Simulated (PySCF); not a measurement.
# One shape, several levels: InNH3Cl (SMILES [NH2][InH][Cl])

Aim: a comparison of 3 runs (HF/STO-3G, HF/def2-SVP, M06-2X/STO-3G) of InNH3Cl. The job is set up through a Python script.

The results are computed with PySCF 2.14.0.

## (1) Starting point

The species is InNH3Cl (6 atoms), meant as a singlet with charge 0. SMILES: `[NH2][InH][Cl]`. Geometry: relaxed at PBE0-D4/def2-TZVP.

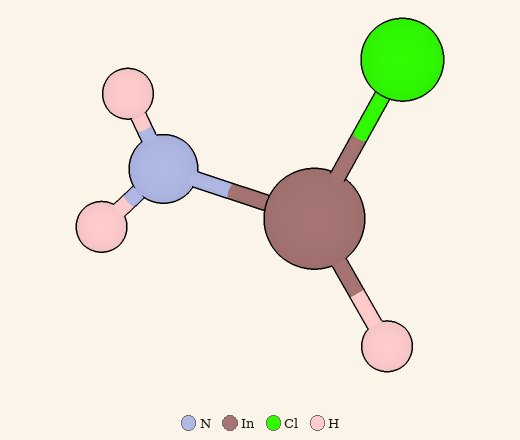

The structure, seen from a chosen angle (nitrogen light blue, indium brown, chlorine green, hydrogen pink).

## (2) Energy and forces at HF/STO-3G (run 1)

Contents of mol.xyz:

```xyz
6

N     -1.020800     0.188100    -0.504100
In     0.792100     0.148600     0.327900
Cl     0.990800    -1.771000     1.649200
H     -1.219400     0.761400    -1.308200
H     -1.558200    -0.664500    -0.526800
H      2.057500     1.273400     0.315800
```

Contents of run.py:

```python
# [NH2][InH][Cl]
from pyscf import gto, scf

mol = gto.Mole()
mol.atom = 'mol.xyz'
mol.spin = 0
mol.max_memory = 1860
mol.basis = 'sto-3g'
mol.verbose = 4
mol.build()

hf = scf.RHF(mol)
hf.conv_tol = 1e-10
hf.kernel()
if not hf.converged:
    hf = hf.newton().run(hf.mo_coeff, hf.mo_occ)

etot = hf.e_tot
print('Final energy', etot)
grad = hf.nuc_grad_method().kernel()
hf.analyze()
```

Command:

```bash
$ OMP_NUM_THREADS=1 python run.py
```

The log of the run:

```text
PySCF version 2.14.0

[... 61 lines left out ...]
Final energy -6193.043733127065
[... 17 lines left out ...]
Two-electron Coulomb Energy =         2920.131803266760016
[... 6 lines left out ...]
MO #4   energy= -138.069338437847  occ= 2
[... 4 lines left out ...]
MO #9   energy= -24.7601867141783  occ= 2
[... 4 lines left out ...]
MO #14  energy= -16.6248004293947  occ= 2
[... 4 lines left out ...]
MO #19  energy= -7.69400369474709  occ= 2
[... 4 lines left out ...]
MO #24  energy= -3.08737652358462  occ= 2
[... 4 lines left out ...]
MO #29  energy= -0.596638437935791 occ= 2
[... 4 lines left out ...]
MO #34  energy= -0.397509681395496 occ= 2
[... 4 lines left out ...]
MO #39  energy= 0.214225911314307  occ= 0
[... 4 lines left out ...]
MO #44  energy= 0.78719244135697   occ= 0
[... 14 lines left out ...]
pop of  1 In 2pz          2.00000
pop of  1 In 3px          1.99996
pop of  1 In 3py          1.99997
pop of  1 In 3pz          1.99998
pop of  1 In 4px          1.99949
pop of  1 In 4py          1.99915
pop of  1 In 4pz          1.99878
pop of  1 In 5px          0.59531
pop of  1 In 5py          0.49217
pop of  1 In 5pz          0.32542
pop of  1 In 3dxy         1.99998
pop of  1 In 3dyz         1.99999
pop of  1 In 3dz^2        1.99999
pop of  1 In 3dxz         1.99999
pop of  1 In 3dx2-y2      1.99998
pop of  1 In 4dxy         1.97657
pop of  1 In 4dyz         1.98829
pop of  1 In 4dz^2        1.98699
pop of  1 In 4dxz         1.98285
pop of  1 In 4dx2-y2      1.97914
pop of  2 Cl 1s           2.00000
pop of  2 Cl 2s           1.99988
pop of  2 Cl 3s           1.92234
pop of  2 Cl 2px          1.99998
pop of  2 Cl 2py          1.99980
pop of  2 Cl 2pz          1.99989
pop of  2 Cl 3px          1.96814
pop of  2 Cl 3py          1.68645
pop of  2 Cl 3pz          1.82355
pop of  3 H 1s            0.90772
pop of  4 H 1s            0.90315
pop of  5 H 1s            1.12627
 ** Mulliken atomic charges  **
charge of    0N =     -0.40845
charge of    1In =      0.74560
charge of    2Cl =     -0.40002
charge of    3H =      0.09228
charge of    4H =      0.09685
charge of    5H =     -0.12627
Dipole moment(X, Y, Z, Debye): -0.03188,  2.63000, -2.79532
```

It took 2.4 s on 1 thread of Intel Xeon 6975P-C (Granite Rapids), shared host; peak memory 0.12 GiB.

## (3) Energy and forces at HF/def2-SVP (core potential) (run 2)

Contents of start.xyz:

```xyz
6
ClH3InN
N     -1.020800     0.188100    -0.504100
In     0.792100     0.148600     0.327900
Cl     0.990800    -1.771000     1.649200
H     -1.219400     0.761400    -1.308200
H     -1.558200    -0.664500    -0.526800
H      2.057500     1.273400     0.315800
```

Contents of job.py:

```python
import pyscf.grad
from pyscf import gto, scf

mol = gto.M(
    atom='start.xyz',
    basis='def2-svp',
    max_memory=1860,
    verbose=4,
    ecp={'In': 'def2-svp'},
    charge=0,
)

calc0 = scf.RHF(mol)
calc0.conv_tol = 1e-10
calc0.kernel()
if not calc0.converged:
    calc0 = calc0.newton().run(calc0.mo_coeff, calc0.mo_occ)

e_tot = calc0.e_tot
print('E = %.10f Eh' % e_tot)
grad = calc0.Gradients().kernel()
dip = calc0.dip_moment()
pop, q = calc0.mulliken_pop()
```

Command:

```bash
$ OMP_NUM_THREADS=1 python job.py
```

The log of the run:

```text
PySCF version 2.14.0

[... 62 lines left out ...]
converged SCF energy = -704.761155328962
[... 13 lines left out ...]
Dipole moment(X, Y, Z, Debye): -0.15477,  2.07051, -2.53075
[... 41 lines left out ...]
pop of  2 Cl 1s           1.99947
pop of  2 Cl 2s           1.99154
pop of  2 Cl 3s           1.18641
pop of  2 Cl 4s           0.77585
pop of  2 Cl 2px          1.98166
pop of  2 Cl 2py          1.97973
pop of  2 Cl 2pz          1.98064
pop of  2 Cl 3px          0.72581
pop of  2 Cl 3py          0.65517
pop of  2 Cl 3pz          0.68676
pop of  2 Cl 4px          1.21731
pop of  2 Cl 4py          1.08450
pop of  2 Cl 4pz          1.15547
pop of  2 Cl 3dxy         0.00132
pop of  2 Cl 3dyz         0.00476
pop of  2 Cl 3dz^2        0.00129
pop of  2 Cl 3dxz         0.00064
pop of  2 Cl 3dx2-y2      0.00287
pop of  3 H 1s            0.70807
pop of  3 H 2s            0.10066
pop of  3 H 2px           0.01079
pop of  3 H 2py           0.01657
pop of  3 H 2pz           0.02136
pop of  4 H 1s            0.70250
pop of  4 H 2s            0.09624
pop of  4 H 2px           0.01492
pop of  4 H 2py           0.02327
pop of  4 H 2pz           0.01004
pop of  5 H 1s            0.66441
pop of  5 H 2s            0.47896
pop of  5 H 2px           0.00462
pop of  5 H 2py           0.00377
pop of  5 H 2pz           0.00060
 ** Mulliken atomic charges  **
charge of    0N =     -0.62719
charge of    1In =      0.91517
charge of    2Cl =     -0.43119
charge of    3H =      0.14255
charge of    4H =      0.15302
charge of    5H =     -0.15237
```

It took 6.3 s on 1 thread of Intel Xeon 6975P-C (Granite Rapids), shared host; peak memory 0.14 GiB.

## (4) Energy and gradient at M06-2X/STO-3G (run 3)

Contents of calc.py:

```python
from pyscf import gto, dft

system = gto.Mole()
system.atom = '''
N       -1.020800       0.188100      -0.504100
In       0.792100       0.148600       0.327900
Cl       0.990800      -1.771000       1.649200
H       -1.219400       0.761400      -1.308200
H       -1.558200      -0.664500      -0.526800
H        2.057500       1.273400       0.315800
'''
system.basis = 'sto-3g'
system.verbose = 3
system.max_memory = 1860
system.build()

ks = dft.RKS(system, xc='m06-2x')
ks.grids.level = 5
ks.conv_tol = 1e-10
ks.kernel()
if not ks.converged:
    ks = ks.newton().run(ks.mo_coeff, ks.mo_occ)

etot = ks.e_tot
print('E(%s) = %.9f' % ('M06-2X', etot))
grad = ks.nuc_grad_method().kernel()
dip = ks.dip_moment()
pop, q = ks.mulliken_pop()
```

Command:

```bash
$ OMP_NUM_THREADS=1 python calc.py
```

The log of the run:

```text
converged SCF energy = -6196.15620575297
E(M06-2X) = -6196.156205753
--------------- RKS gradients ---------------
         x                y                z
0 N    -0.0854170507    -0.0029179540    -0.0520236247
1 In     0.0215017214    -0.0165420755     0.0141097060
2 Cl     0.0023063512    -0.0152954878     0.0109900545
3 H     0.0106521233    -0.0144066931     0.0231959415
4 H     0.0201007558     0.0210603327     0.0042446340
5 H     0.0309070825     0.0281689456    -0.0005104760
----------------------------------------------
Dipole moment(X, Y, Z, Debye): -0.67856,  2.34929, -2.81378
 ** Mulliken pop  **
pop of  0 N 1s            1.99486
pop of  0 N 2s            1.53933
pop of  0 N 2px           1.36139
pop of  0 N 2py           1.23190
pop of  0 N 2pz           1.41697
pop of  1 In 1s           2.00000
pop of  1 In 2s           1.99969
pop of  1 In 3s           1.99833
pop of  1 In 4s           2.00695
pop of  1 In 5s           1.00940
pop of  1 In 2px          2.00006
pop of  1 In 2py          2.00006
pop of  1 In 2pz          2.00006
pop of  1 In 3px          1.99798
pop of  1 In 3py          1.99780
pop of  1 In 3pz          1.99778
pop of  1 In 4px          1.99245
pop of  1 In 4py          1.98923
pop of  1 In 4pz          1.98735
pop of  1 In 5px          0.55847
pop of  1 In 5py          0.48012
pop of  1 In 5pz          0.37819
pop of  1 In 3dxy         1.99856
pop of  1 In 3dyz         1.99930
pop of  1 In 3dz^2        1.99921
pop of  1 In 3dxz         1.99897
pop of  1 In 3dx2-y2      1.99879
pop of  1 In 4dxy         1.95438
pop of  1 In 4dyz         1.97735
pop of  1 In 4dz^2        1.97453
pop of  1 In 4dxz         1.96675
pop of  1 In 4dx2-y2      1.96127
pop of  2 Cl 1s           1.99997
pop of  2 Cl 2s           1.99894
pop of  2 Cl 3s           1.99223
pop of  2 Cl 2px          1.99925
pop of  2 Cl 2py          1.99405
pop of  2 Cl 2pz          1.99661
pop of  2 Cl 3px          1.96222
pop of  2 Cl 3py          1.68217
pop of  2 Cl 3pz          1.81471
pop of  3 H 1s            0.83707
pop of  4 H 1s            0.83332
pop of  5 H 1s            1.12197
 ** Mulliken atomic charges  **
charge of    0N =     -0.54445
charge of    1In =      0.77698
charge of    2Cl =     -0.44017
charge of    3H =      0.16293
charge of    4H =      0.16668
charge of    5H =     -0.12197
```

Wall time 13 s (1 thread of Intel Xeon 6975P-C (Granite Rapids), shared host); peak memory 0.47 GiB.

## (5) Overview of the runs

```csv
run,level,core potential,integration grid,energy (Eh),dipole moment (D),HOMO energy (eV),LUMO energy (eV),wall time
1,HF/STO-3G,–,–,-6193.043733,3.84,-8.02,5.83,2.4 s
2,HF/def2-SVP (core potential),def2-svp,–,-704.761155,3.27,-10.71,1.49,6.3 s
3,M06-2X/STO-3G,–,5,-6196.156206,3.73,-5.79,2.93,13 s
```

## (6) Outcome

| quantity | value |
| --- | --- |
| run 3: total energy | -6196.15621 Eh |
| run 3: dipole moment | 3.73 D |
| run 3: HOMO energy | -5.79 eV |
| run 3: LUMO energy | 2.93 eV |
| run 3: HOMO–LUMO gap | 8.72 eV |
| run 3: largest force on an atom | 5.145 eV/Å |

In words: The dipole moment (its size) runs from 3.27 D (HF/def2-SVP) to 3.84 D (HF/STO-3G). The two ends differ in basis and core potential. The HOMO–LUMO gap runs from 8.72 eV (M06-2X/STO-3G) to 13.85 eV (HF/STO-3G). Exact exchange widens orbital gaps. Some runs of one species differ in core potentials or relativity; totals across that change don't compare. In runs 1, 3 the basis is minimal, so the values are rough. In runs 1, 3 relativity is left out where basis or elements ask for it. All runs together took 22 s, the longest 13 s.
